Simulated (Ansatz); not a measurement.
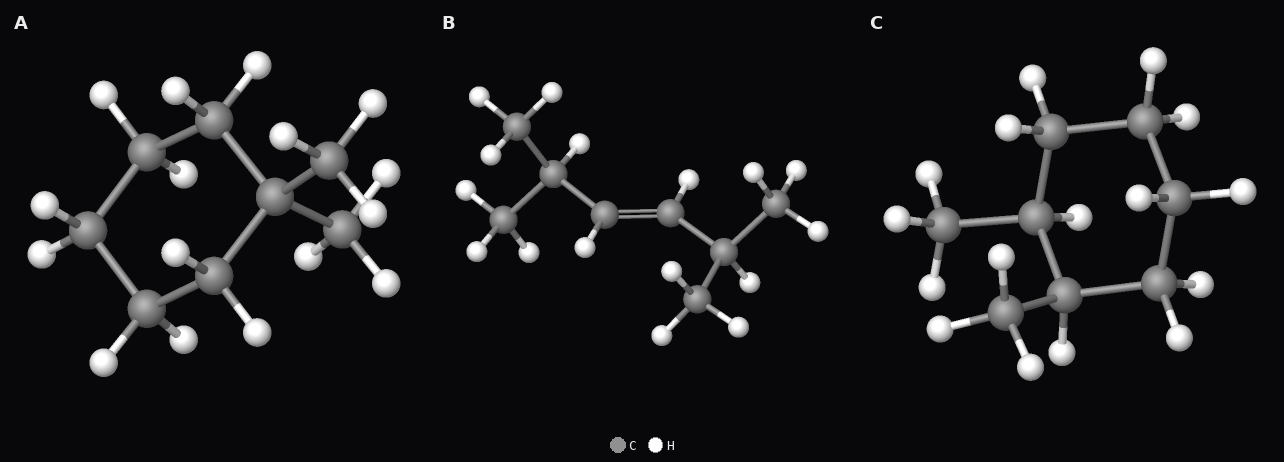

Figure made from data computed with Ansatz.

Q: Match each picture to its SMILES.
(1) CC1(C)CCCCC1
(2) CC(C)/C=C/C(C)C
(3) C[C@@H]1CCCC[C@@H]1C

A: A is (1), B is (2), C is (3).
